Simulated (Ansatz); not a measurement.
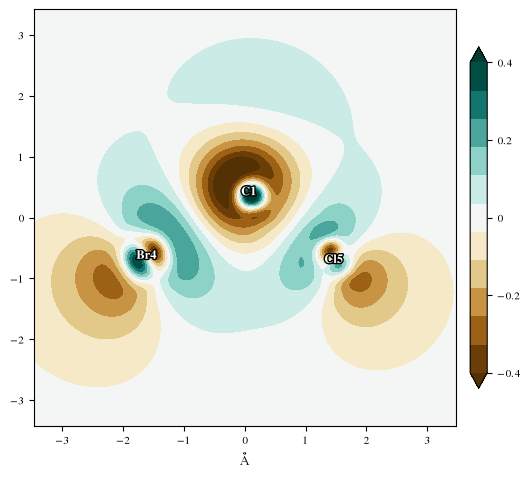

*CBr₃Cl. One frontier orbital on the plane of atoms Br4, C1 and Cl5 (values in Å⁻³ᐟ²; the overall sign is arbitrary).*

Geometry: BLYP-D3(BJ)/def2-SVP.

All numbers below come from Ansatz, isolated molecule in a Gaussian basis; Kohn-Sham density functional theory, functional PBE0.

```xyz
5

C     0.0359   -0.0643    1.5892
Br    0.7002    0.9004    3.1931
Br    1.4345   -1.3261    0.9595
Br   -0.3545    1.2492    0.1515
Cl   -1.4520   -0.9687    2.0014
```

**Which orbital is it: HOMO or LUMO?**

The LUMO, at −2.90 eV. Its weight (Hirshfeld) is mainly on Br2 (about 25 %), Br3 (about 25 %), Br4 (about 25 %), C1 (about 20 %) and Cl5 (about 10 %).
